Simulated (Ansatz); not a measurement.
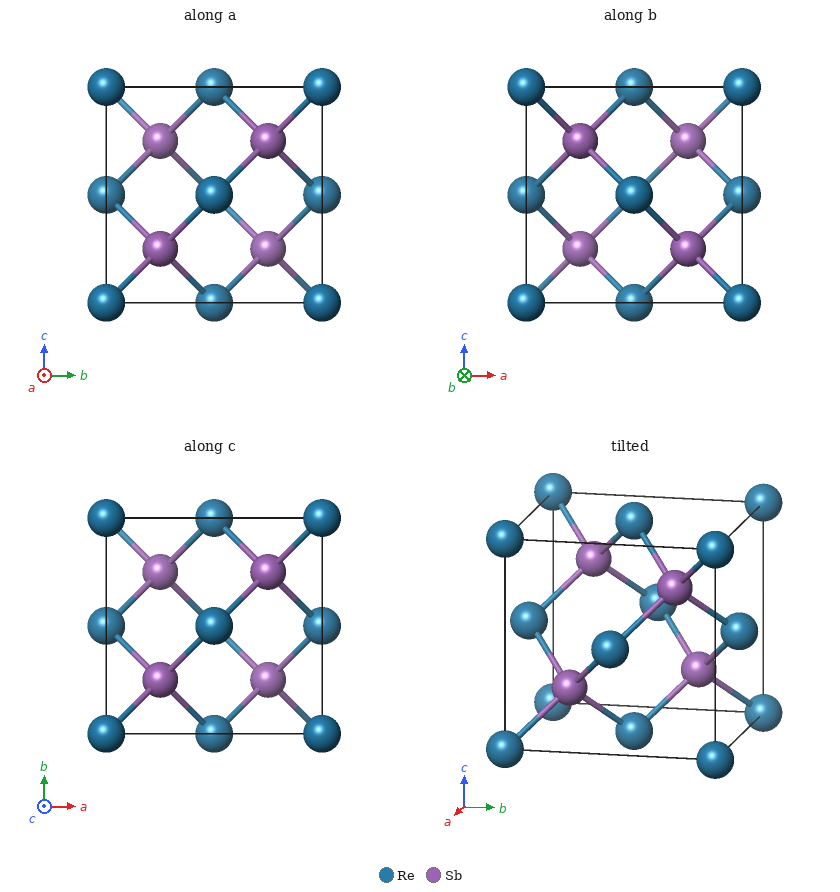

Crystal structure, ball-and-stick style, seen along the a axis, along the b axis, along the c axis and slightly off an axis. Atoms at the boundary of the conventional unit cell (the box) are drawn once for each face, edge or corner they touch.

Lattice parameters: a = 5.9506 Å, b = 5.9506 Å, c = 5.9506 Å, α = 90.000°, β = 90.000°, γ = 90.000°.

Q: Set out the cell and atoms as a CIF with its space group and independent sites.

A:
```cif
data_structure
_symmetry_space_group_name_H-M 'F -4 3 m'
_symmetry_Int_Tables_number 216
_cell_length_a 5.9506
_cell_length_b 5.9506
_cell_length_c 5.9506
_cell_angle_alpha 90.000
_cell_angle_beta 90.000
_cell_angle_gamma 90.000
_cell_volume 210.71
loop_
_atom_site_label
_atom_site_type_symbol
_atom_site_symmetry_multiplicity
_atom_site_Wyckoff_symbol
_atom_site_fract_x
_atom_site_fract_y
_atom_site_fract_z
_atom_site_occupancy
Re1 Re 4 a 0.0000 0.0000 0.0000 1
Sb1 Sb 4 d 0.2500 0.2500 0.7500 1
```

It goes back to a structure type filled with these elements by a generator (whether the compound takes this form wasn't checked). The cell was then strained or its atoms displaced on purpose. An electronic-structure calculation with Ansatz was run on it.
